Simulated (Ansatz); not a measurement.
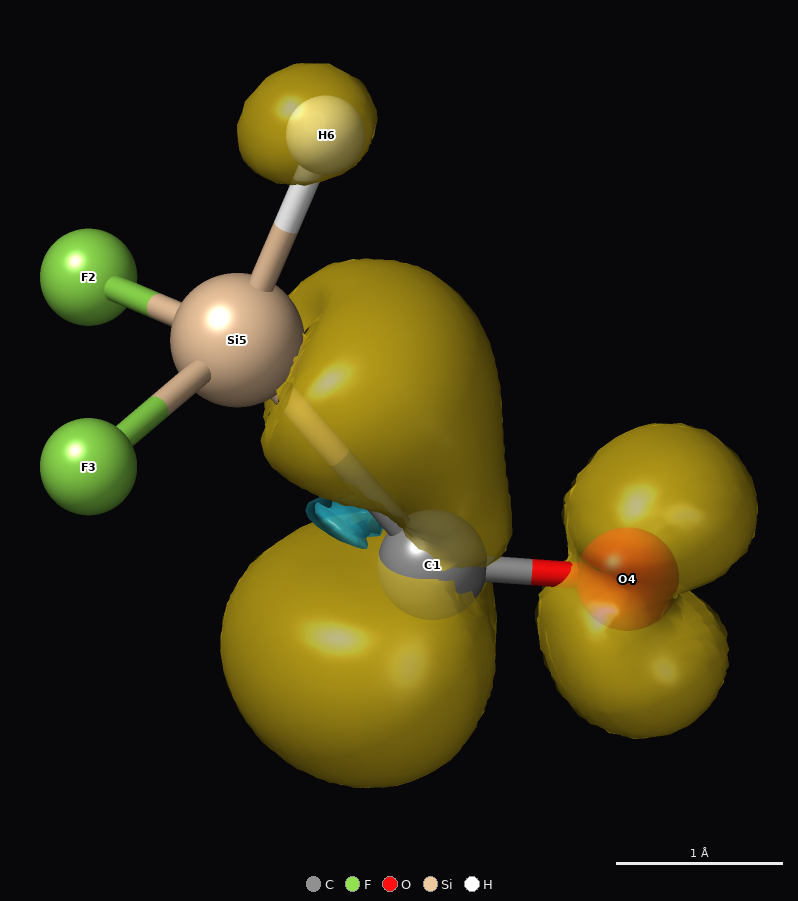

CHF$_{2}$OSi (SMILES O=[C][SiH](F)F) (doublet). Isosurfaces of the spin density (α minus β) at +0.03 (yellow) and −0.03 e/Å³ (cyan), seen at an oblique angle.

Geometry: B3LYP/6-31G*.

The calculation used isolated molecule in a Gaussian basis; Kohn-Sham density functional theory, functional PBE0 (Ansatz).

```yaml
atoms:
  - { symbol: C, position_ang: [-3.0762, 1.9497, -0.6706] }
  - { symbol: F, position_ang: [-0.7660, 0.7044, 0.2391] }
  - { symbol: F, position_ang: [-2.9508, 0.3923, 1.6261] }
  - { symbol: O, position_ang: [-3.7203, 2.1098, -1.6509] }
  - { symbol: Si, position_ang: [-2.3299, 0.3848, 0.1530] }
  - { symbol: H, position_ang: [-2.5201, -0.9552, -0.4478] }
```

> Which atoms carry the spin?

The unpaired spin (1 electron) lies mostly on C1 (about 0.5), O4 (about 0.3) and Si5 (about 0.2), in electrons by Hirshfeld's partition.
